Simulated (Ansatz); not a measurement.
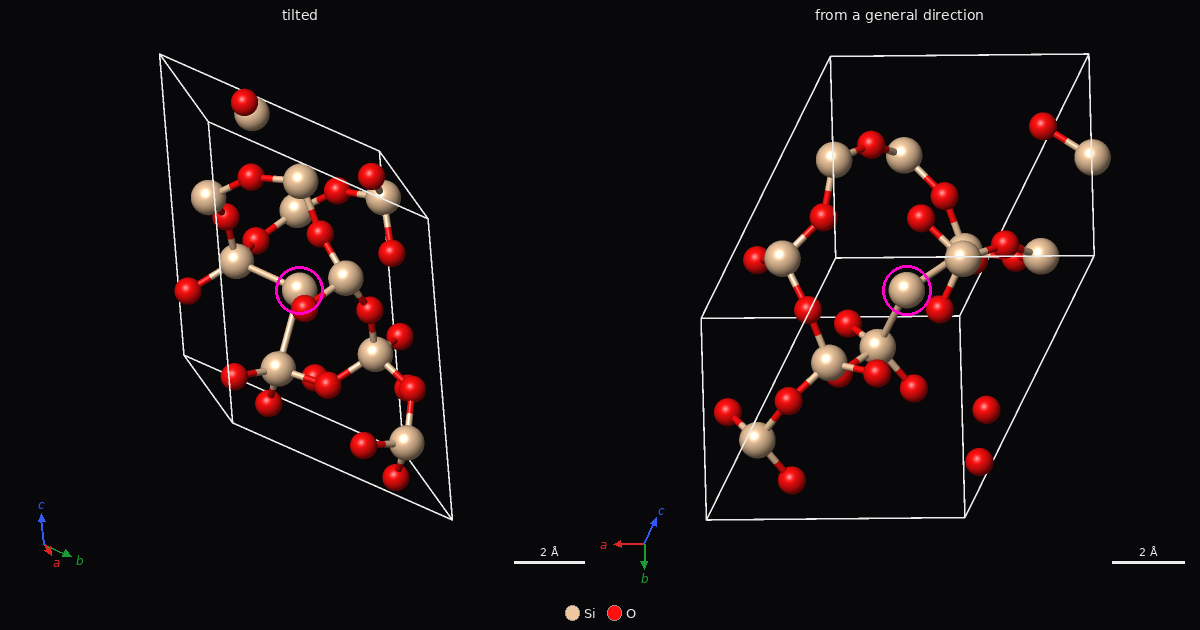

This ball-and-stick model is shown slightly off an axis and from a general direction. The supercell is outlined; an atom on or near a face, edge or corner is repeated at each equivalent position. The host is SiO2, in a cell of 24 sites, and the cell is neutral. A ring marks the defect's site.

Which defect is modelled here, and what are its neighbours?

Answer. Silicon on an oxygen site (an antisite). It is bonded to two Si in a bent arrangement at about 2.3 to 2.4 Å.

The atoms were relaxed in the host's cell with Ansatz 0.2.0, DFT PBE, scalar-relativistic, plane waves, PAW.
